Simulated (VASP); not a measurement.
Band structure of AgCl (rock salt). These are vdW-DF-cx, VASP's PBE PAW potentials (set 64) (plane waves; VASP 6.6.1) values and carry that method's errors.

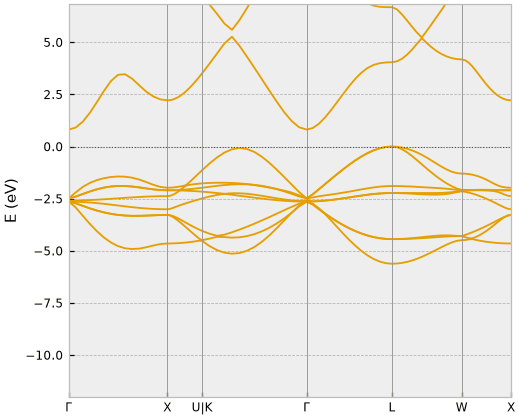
Bands along high-symmetry lines, zero at the valence-band maximum or, without a gap, the Fermi level

### Question
Read the plot: is there a gap, and where are the band edges?

### Answer
The gap is indirect, 0.81 eV, from the valence maximum at L to the conduction minimum at Γ. (Edges off the drawn lines would not show.)

The compound is AgCl in the rock salt structure. It was relaxed first.
